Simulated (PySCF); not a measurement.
# C2H9BOSi (SMILES BOC[SiH2]C): levels of theory compared

We compute a comparison of 6 runs (B3LYP/def2-SVP, BHLYP/def2-SVP, CAM-B3LYP/def2-SVP, M06-L/def2-SVP, PBE0/def2-SVP, wB97X/def2-SVP) of C2H9BOSi. 

Program for the calculation: PySCF 2.14.0.

## (1) The system as given

C2H9BOSi has 14 atoms, charge 0, and is taken as a singlet. SMILES: `BOC[SiH2]C`. The coordinates come from a PBE0-D4/def2-TZVP relaxation. This is one conformer, not always the lowest.

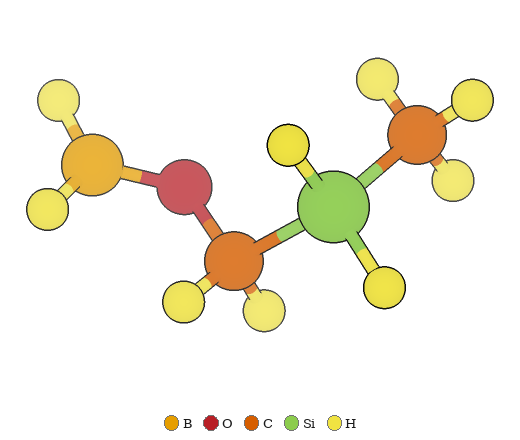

The structure, seen from a chosen angle (boron amber, oxygen red, carbon orange, silicon green, hydrogen yellow).

## (2) The energy at B3LYP/def2-SVP (run 1)

Contents of input.py:

```python
from pyscf import gto, dft

mol = gto.M(
    atom=[
    ('B', (-0.031700, 1.791400, 1.857800)),
    ('O', (-0.581300, 0.912400, 1.009400)),
    ('C', (-0.212700, -0.465900, 0.993900)),
    ('Si', (0.650200, -0.885400, -0.639600)),
    ('C', (-0.436000, -0.448600, -2.092000)),
    ('H', (0.783000, 1.427100, 2.664800)),
    ('H', (-0.394400, 2.928100, 1.765400)),
    ('H', (0.432400, -0.699200, 1.849000)),
    ('H', (-1.128200, -1.056900, 1.100000)),
    ('H', (0.963500, -2.342500, -0.614800)),
    ('H', (1.929700, -0.125100, -0.692100)),
    ('H', (-1.356300, -1.037300, -2.082000)),
    ('H', (0.077100, -0.635800, -3.037700)),
    ('H', (-0.708300, 0.608500, -2.053000)),
],
    basis='def2-svp',
    verbose=3,
    spin=0,
    max_memory=1860,
)

mf = dft.RKS(mol, xc='b3lyp')
mf.conv_tol = 1e-10
mf.grids.level = 5
mf.kernel()
if not mf.converged:
    mf = mf.newton().run(mf.mo_coeff, mf.mo_occ)

e_tot = mf.e_tot
print(f'total energy: {e_tot:.8f} hartree')
```

On the command line:

```
$ OMP_NUM_THREADS=1 python input.py
```

Standard output:

```text
converged SCF energy = -471.022378035423
total energy: -471.02237804 hartree
```

Wall time 47 s (1 thread of Arm Neoverse V1, shared host); peak memory 0.67 GiB.

## (3) The energy at BHLYP/def2-SVP (run 2)

Contents of calc.py:

```python
# BOC[SiH2]C
from pyscf import gto, dft

mol = gto.M(
    atom='''
B     -0.059904     3.385255     3.510733
O     -1.098498     1.724186     1.907490
C     -0.401945    -0.880423     1.878199
Si     1.228700    -1.673164    -1.208669
C     -0.823921    -0.847731    -3.953307
H      1.479656     2.696828     5.035742
H     -0.745308     5.533307     3.336123
H      0.817118    -1.321297     3.494104
H     -2.131989    -1.997252     2.078699
H      1.820751    -4.426683    -1.161804
H      3.646605    -0.236405    -1.307879
H     -2.563036    -1.960213    -3.934410
H      0.145698    -1.201488    -5.740421
H     -1.338493     1.149898    -3.879608
''',
    max_memory=1860,
    basis='def2-svp',
    verbose=3,
    unit='bohr',
    charge=0,
)

mf = dft.RKS(mol, xc='bhandhlyp')
mf.conv_tol = 1e-10
mf.grids.level = 5
mf.kernel()
if not mf.converged:
    mf = mf.newton().run(mf.mo_coeff, mf.mo_occ)

energy = mf.e_tot
print('Final energy', energy)
```

On the command line:

```
$ OMP_NUM_THREADS=1 python calc.py
```

Standard output:

```text
converged SCF energy = -470.889653693276
Final energy -470.88965369327644
```

Wall time 44 s (1 thread of Arm Neoverse V1, shared host); peak memory 0.67 GiB.

Runs 3 to 5 aren't shown in full; the table further down has their settings and results.

## (4) The energy at wB97X/def2-SVP (run 6)

Contents of job.py:

```python
from pyscf import gto, dft

mol = gto.M(
    atom='''
B     -0.059904     3.385255     3.510733
O     -1.098498     1.724186     1.907490
C     -0.401945    -0.880423     1.878199
Si     1.228700    -1.673164    -1.208669
C     -0.823921    -0.847731    -3.953307
H      1.479656     2.696828     5.035742
H     -0.745308     5.533307     3.336123
H      0.817118    -1.321297     3.494104
H     -2.131989    -1.997252     2.078699
H      1.820751    -4.426683    -1.161804
H      3.646605    -0.236405    -1.307879
H     -2.563036    -1.960213    -3.934410
H      0.145698    -1.201488    -5.740421
H     -1.338493     1.149898    -3.879608
''',
    unit='bohr',
    charge=0,
    verbose=3,
    max_memory=1860,
    basis='def2-svp',
)

mf = dft.RKS(mol)
mf.xc = 'wb97x'
mf.grids.level = 5
mf.conv_tol = 1e-10
mf.kernel()
if not mf.converged:
    mf = mf.newton().run(mf.mo_coeff, mf.mo_occ)

e_final = mf.e_tot
print('Final energy', e_final)
```

On the command line:

```
$ OMP_NUM_THREADS=1 python job.py
```

Standard output:

```text
converged SCF energy = -470.941412373174
Final energy -470.9414123731737
```

It took 67 s on 1 thread of Arm Neoverse V1, shared host; peak memory 0.67 GiB.

## (5) The series

| run | level | energy (Eh) | dipole moment (D) | HOMO energy (eV) | LUMO energy (eV) | wall time |
| --- | --- | --- | --- | --- | --- | --- |
| 1 | B3LYP/def2-SVP | -471.022378 | 1.56 | -8.06 | -0.37 | 47 s |
| 2 | BHLYP/def2-SVP | -470.889654 | 1.47 | -9.54 | 0.92 | 44 s |
| 3 | CAM-B3LYP/def2-SVP | -470.902322 | 1.55 | -9.67 | 1.01 | 67 s |
| 4 | M06-L/def2-SVP | -470.967840 | 1.63 | -7.22 | -0.66 | 1.7 min |
| 5 | PBE0/def2-SVP | -470.649512 | 1.55 | -8.31 | -0.16 | 44 s |
| 6 | wB97X/def2-SVP | -470.941412 | 1.49 | -10.68 | 2.18 | 67 s |

## (6) Summary of results

| quantity | value |
| --- | --- |
| run 6: total energy | -470.94141 Eh |
| run 6: dipole moment | 1.49 D |
| run 6: HOMO energy | -10.68 eV |
| run 6: LUMO energy | 2.18 eV |
| run 6: HOMO–LUMO gap | 12.87 eV |

**Reading.** The dipole moment (its size) runs from 1.47 D (BHLYP/def2-SVP) to 1.63 D (M06-L/def2-SVP). The HOMO–LUMO gap runs from 6.56 eV (M06-L/def2-SVP) to 12.87 eV (wB97X/def2-SVP). Totals of different functionals can't be ranked against each other. All runs together took 6.2 min, the longest 1.7 min.
